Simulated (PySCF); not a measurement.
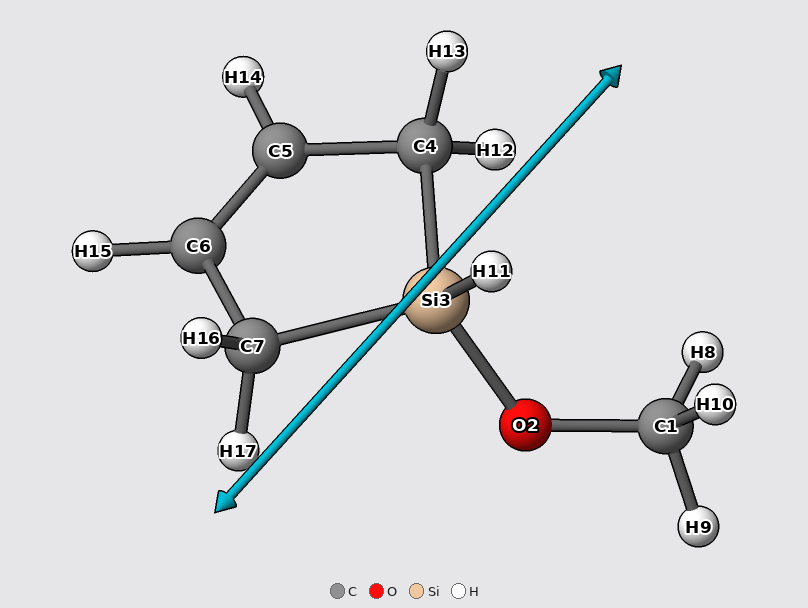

The double arrow shows the direction of the transition dipole to excited singlet state 2 (its length means nothing). The geometry was computed by an optimisation with PBE0-D3(BJ)/def2-SVP. No frequency run is at hand to confirm it as a minimum. Method: TDDFT ωB97X-D/def2-SVPD, vertical, gas phase, core orbitals frozen in the response (PySCF 2.14.0).

**How is the transition polarised?**

Nearly parallel to the C5–C6 bond.

**Where does the transition lie, and how strong is it?**

7.15 eV (173 nm), oscillator strength 0.23, mainly HOMO → LUMO (weight 0.73); transition dipole 2.90 D.
